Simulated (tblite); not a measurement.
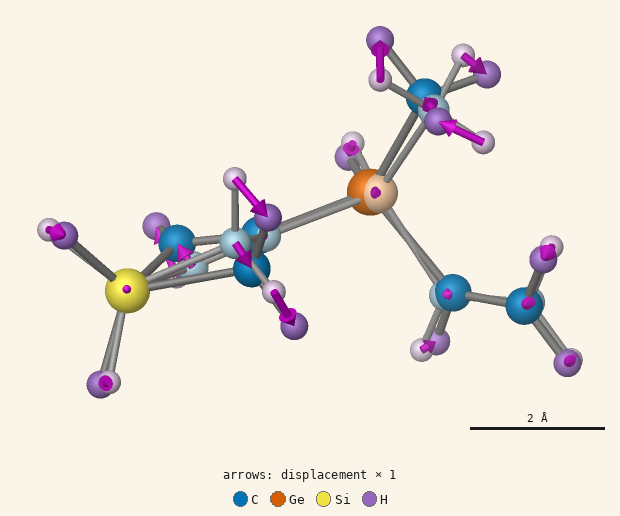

This is a relaxation of C$_{6}$H$_{12}$GeSi. The starting structure is drawn faded, the final one solid; purple arrows show the displacements, at their true length. The two geometries are superimposed by the best rigid fit.

Style: ball-and-stick. Shown at a tilt.

All numbers below come from GFN2-xTB geometry optimisation, gas phase (tblite 0.8.0). 

Atoms of which element are displaced furthest, and by how much?

Answer. Hydrogen: up to 0.98 Å, against 0.46 Å for carbon.

Describe the change and its energy.

Answer. Over 146 geometry steps the energy falls by 0.973 eV. The largest move after the best rigid fit is that of an H atom, 0.98 Å. By element the largest moves are H 0.98 Å, C 0.46 Å, Ge 0.17 Å, Si 0.09 Å. Near-neighbour distances that change, for instance: C–Si 1.826 → 1.925 Å, C–Si 1.792 → 1.886 Å, C–Ge 1.878 → 1.962 Å, C–C 1.443 → 1.511 Å. Bond angles that change, for instance: Si–C–H 129.9° → 138.9°, C–C–C 96.1° → 104.8°, Ge–C–H 125.1° → 116.5°. Groups turn about C–Ge by about 35°, C–Ge by about 30°. Cost: 2.3 s on 1 thread of Arm Neoverse N1, with other jobs on the host.
